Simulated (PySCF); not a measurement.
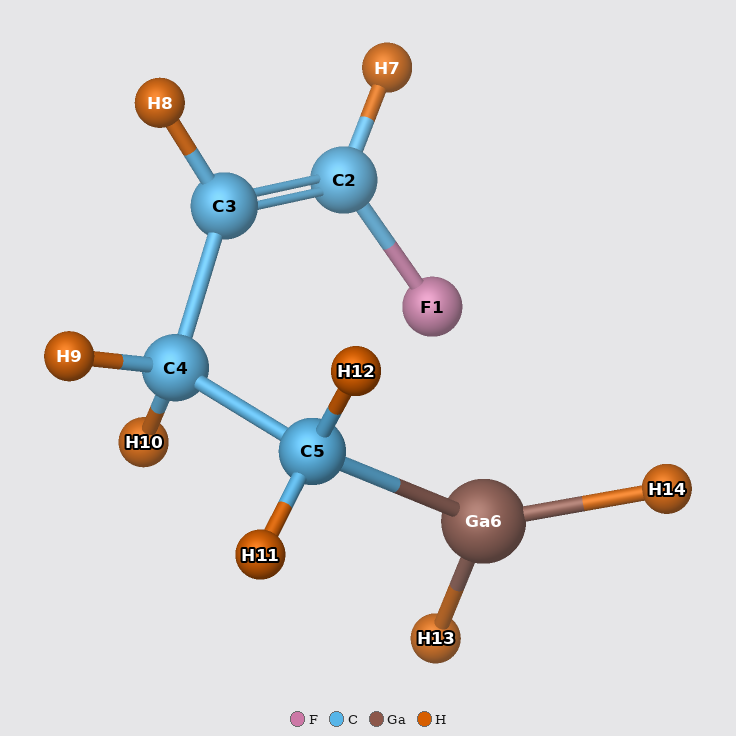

The geometry was computed by an optimisation with GFN2-xTB. No frequency run is at hand to confirm it as a minimum. Level of theory: B3LYP/pcJ-1 (pcSseg-1 on Ga) indirect spin-spin coupling, non-relativistic, gas phase (PySCF 2.14.0). Isotopes: 13C, 19F, 1H.

Give the spin–spin coupling constants of these pairs, with the number of bonds between them: F1/C2, F1/C3, F1/H7, F1/C4, F1/H8.

```
  pair  bonds apart  J (Hz)
F1, C2            1  −297.3
F1, C3            2    −3.5
F1, H7            2   113.2
F1, C4            3     4.3
F1, H8            3    52.7
```

Density functionals are unreliable for couplings to fluorine, so those rows may be far off.

The geometry is semi-empirical. Around Ga such bond lengths and angles can be off by a tenth of an ångström or more and by several degrees, and values that hang on the shape move with them.
